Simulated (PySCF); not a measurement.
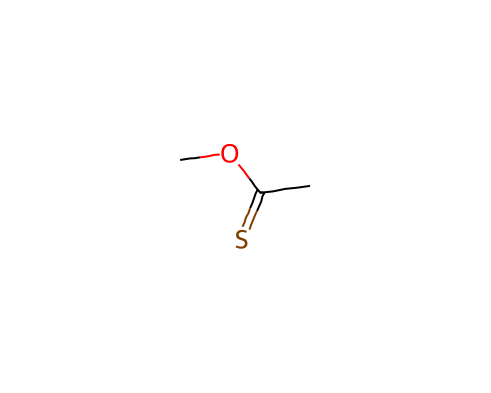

Question: Transcribe the drawing into SMILES.

Answer: COC(C)=S

Question: Give the formula, hydrogens included.

Answer: C3H6OS.

The parts below concern this one geometry. Atoms keep their numbers from picture to picture. Computed geometry: PBE0-D3(BJ)/def2-SVP optimisation. No frequency run is at hand to confirm it as a minimum.

## Geometry

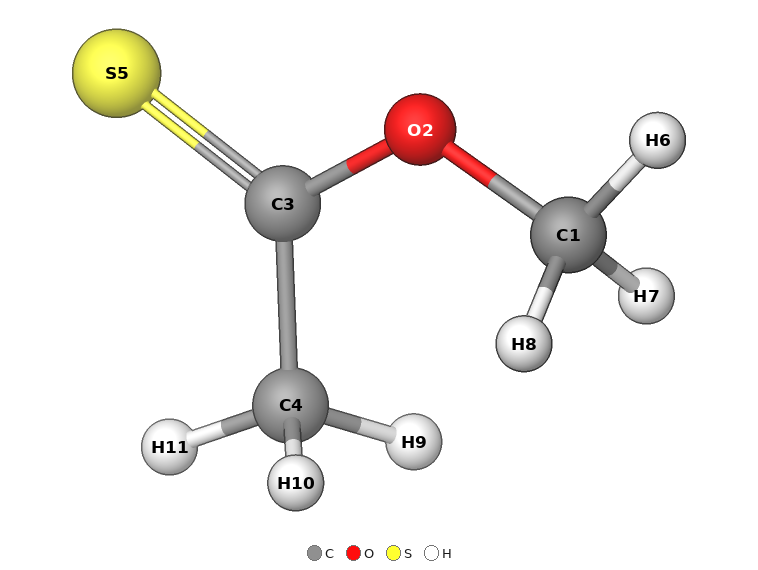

Numbered structure. No frequency run is at hand to confirm it as a minimum.

Give the bond lengths.

```csv
bond,length (Å),order
C1–O2,1.412,single
C1–H6,1.097,single
C1–H7,1.102,single
C1–H8,1.101,single
O2–C3,1.334,single
C3–C4,1.500,single
C3–S5,1.630,double
C4–H9,1.103,single
C4–H10,1.103,single
C4–H11,1.094,single
```

## Dipole moment

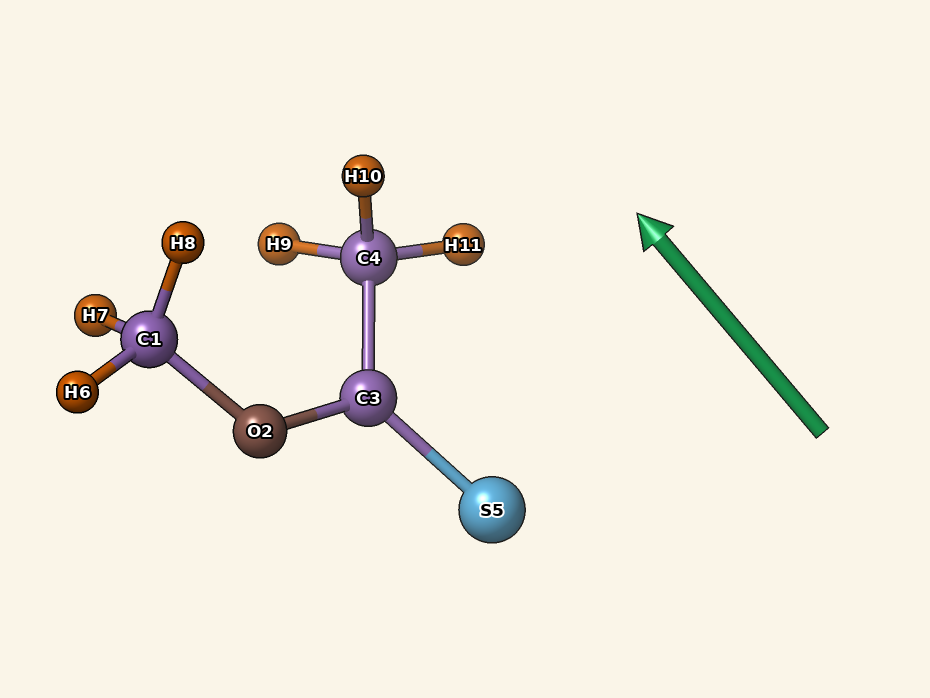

The arrow beside the molecule shows the direction of the dipole moment, from the negative to the positive end (its length means nothing). No frequency run is at hand to confirm it as a minimum. Method: HF/pcSseg-2, gas phase (PySCF 2.14.0).

Question: Estimate the dipole moment.

Answer: 5.30 D; it points from the side of S5 to the side of H7, H8 (the outermost atoms at the two ends).

## Levels of theory compared

No frequency run is at hand to confirm it as a minimum. Program: PySCF 2.14.0.

At this fixed geometry, give HOMO energy (eV) at these levels: B3LYP/pcSseg-2; B97-D/pcSseg-2; BLYP/pcSseg-2; BP86/pcSseg-2; HF/pcSseg-2; KT2/pcSseg-2; KT3/pcSseg-2; LDA/pcSseg-2; OPBE/pcSseg-2; PBE/pcSseg-2; PBE0/pcSseg-2; mPW1PW91/pcSseg-2.

```csv
level,HOMO energy (eV)
B3LYP/pcSseg-2,−6.07
B97-D/pcSseg-2,−5.07
BLYP/pcSseg-2,−4.94
BP86/pcSseg-2,−5.20
HF/pcSseg-2,−9.08
KT2/pcSseg-2,−5.21
KT3/pcSseg-2,−5.21
LDA/pcSseg-2,−5.23
OPBE/pcSseg-2,−5.11
PBE/pcSseg-2,−5.11
PBE0/pcSseg-2,−6.32
mPW1PW91/pcSseg-2,−6.34
```

## NMR shielding

The questions are on isotropic NMR shieldings of the C atoms. No frequency run is at hand to confirm it as a minimum. Method: GIAO LDA/pcSseg-2 NMR shielding, non-relativistic, gas phase (PySCF 2.14.0).

List the isotropic NMR shieldings of the C atoms.

```json
{"atom": "C1", "σ (ppm)": "119.0"}
{"atom": "C3", "σ (ppm)": "−48.0"}
{"atom": "C4", "σ (ppm)": "147.5"}
```
